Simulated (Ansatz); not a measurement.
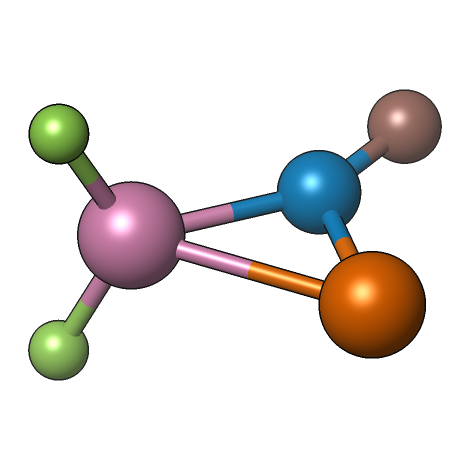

Every bond is drawn as one stick, whatever its order. Colours: fluorine brown, carbon blue, aluminium pink, selenium orange, hydrogen green.

Question: What is the molecular formula?

Answer: CH₂AlFSe, 6 atoms: 1 carbon, 2 hydrogen, 1 aluminium, 1 fluorine and 1 selenium.

Question: How many sets of symmetry-equivalent atoms are there?

Answer: 5: 1 F, 1 C, 1 Al, 1 Se, 2 H.

Question: Count the bonded pairs by element.

Answer: 2 Al–H, 1 C–F, 1 C–Al, 1 Al–Se, 1 C–Se. Sticks follow a distance rule.

Question: Which point group does it belong to?

Answer: Cs.

The parts below concern this one geometry. Atoms keep their numbers from picture to picture. The computed structure is the end point of a PBE0-D4/def2-TZVP optimisation.

Shape

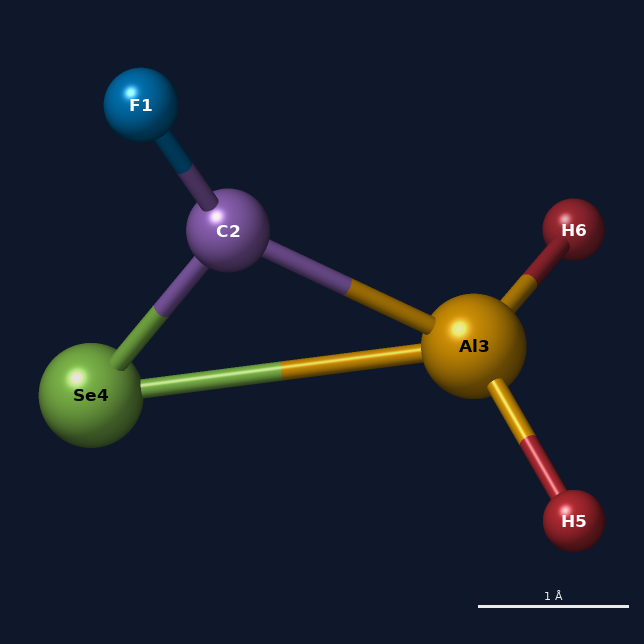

The atoms are numbered.

Give these bond angles: F1–C2–Al3, F1–C2–Se4, Al3–C2–Se4, C2–Al3–Se4, C2–Al3–H5, Se4–Al3–H5, H5–Al3–H6, C2–Se4–Al3.

```
     angle  degrees
 F1–C2–Al3    149.8
 F1–C2–Se4    122.6
Al3–C2–Se4     87.6
C2–Al3–Se4     43.3
 C2–Al3–H5    116.7
Se4–Al3–H5    112.8
 H5–Al3–H6    125.6
C2–Se4–Al3     49.1
```

Charges

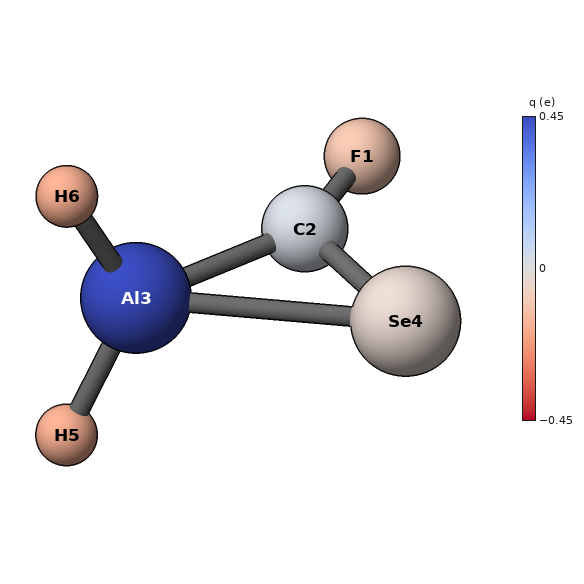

Atoms are coloured by their Mulliken charges. Method: RKS r2SCAN-D4/def2-TZVPP (Ansatz 0.2.0).

List the Mulliken charges.

```csv
atom,value (e)
F1,−0.10
C2,0.02
Al3,0.45
Se4,−0.03
H5,−0.17
H6,−0.17
```

Vibrations

Harmonic vibrations computed with RKS PBE0-D4/def2-TZVP (Ansatz 0.2.0) at a stationary point of the same level.

Question: List the wavenumbers.

Answer: 12 modes: 170, 254, 314, 368, 512, 514, 570, 747, 877, 1297, 1939, 1950 cm⁻¹.

Electronic properties

Method: RKS B3LYP-D4/def2-TZVPP (Ansatz 0.2.0).

Question: Estimate the HOMO energy (Kohn–Sham orbital).

Answer: −7.49 eV.

Question: Estimate the dipole moment.

Answer: 0.47 D.

Question: Estimate the HOMO–LUMO gap.

Answer: 4.38 eV.

Mulliken values depend strongly on the basis set and can even reverse the polarity of a bond.
